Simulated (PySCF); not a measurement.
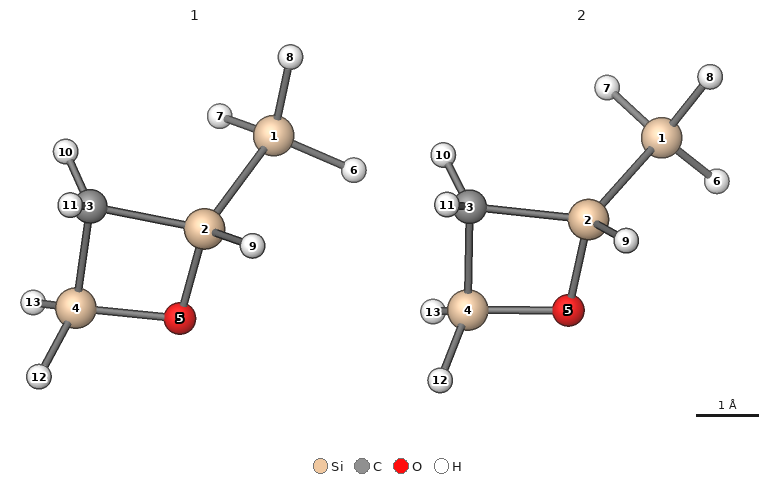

Two geometries of CH8OSi3, drawn at one scale. One is the start of a relaxation, the other its converged end. The picture is a ball-and-stick view, seen from a free direction.

Method: PBE0-D3(BJ)/def2-SVP geometry optimisation, gas phase (PySCF). 

**Which geometry has the lower energy?**

Structure 1 is the relaxed one. The start comes from GFN2-xTB. Its atoms were then displaced at random by about 0.01 Å. The energy falls by 31.5 kJ/mol in 10 geometry steps. H8 moves most after the best rigid fit: 0.62 Å. Largest moves by element: H 0.62 Å, O 0.17 Å, Si 0.17 Å, C 0.13 Å. Near-neighbour distances that change, for instance: Si4–O5 1.630 → 1.700 Å, Si1–H6 1.429 → 1.494 Å, Si4–H13 1.450 → 1.491 Å, Si2–C3 1.942 → 1.905 Å. Bond angles that change, for instance: Si1–Si2–H9 119.2° → 111.7°, O5–Si2–H9 106.0° → 111.2°, Si1–Si2–C3 120.5° → 115.4°. Groups turn about Si1–Si2 by about 30°.
